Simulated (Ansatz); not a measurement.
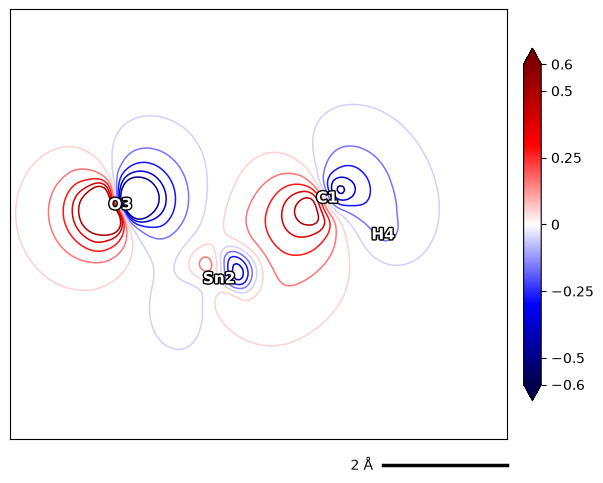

The picture shows: CH$_{5}$OSn (doublet). The HOMO−1 (α) on the plane of atoms C1, Sn2 and O3 (values in Å⁻³ᐟ²; the overall sign is arbitrary).

Geometry: PBE0-D4/def2-TZVP; core potentials replace the inner electrons of Sn.

Theory: UKS PBE0-D4/def2-TZVPP in Ansatz.

```xyz
8

C    -0.7917    0.9049   -0.0936
Sn    1.1464   -0.0102    0.2093
O     0.8188   -1.9537    0.4233
H    -0.6664    1.9480   -0.3846
H    -1.3834    0.8514    0.8193
H    -1.2942    0.3560   -0.8923
H     2.0883    0.0048   -1.2417
H     0.1743   -2.1583    1.1046
```

What is the character of this orbital?

It lies mainly on O3 (about 40 %), Sn2 (about 20 %), C1 (about 20 %) and H7 (about 10 %). Its energy is −8.36 eV.
